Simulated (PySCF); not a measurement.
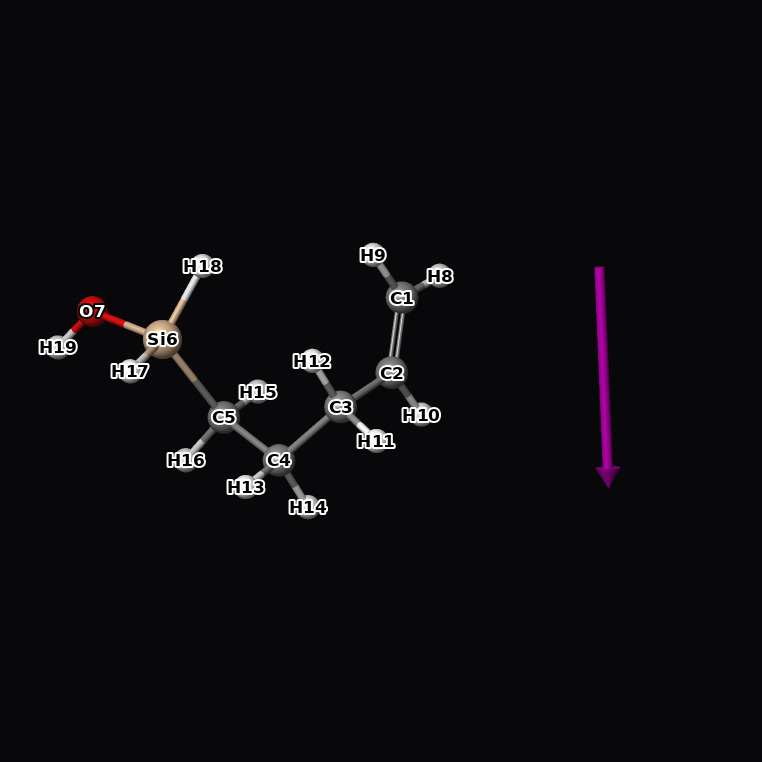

The arrow beside the molecule shows the direction of the dipole moment, from the negative to the positive end (its length means nothing). The computed structure is the end point of a GFN2-xTB optimisation. No frequency run is at hand to confirm it as a minimum. Properties computed with CAM-B3LYP/def2-SVPD, gas phase (PySCF 2.14.0).

**How large is the dipole moment?**

1.96 D; it points from the side of H9, H18 to the side of H14 (the outermost atoms at the two ends).

The geometry is semi-empirical. Around Si such bond lengths and angles can be off by a tenth of an ångström or more and by several degrees, and values that hang on the shape move with them.
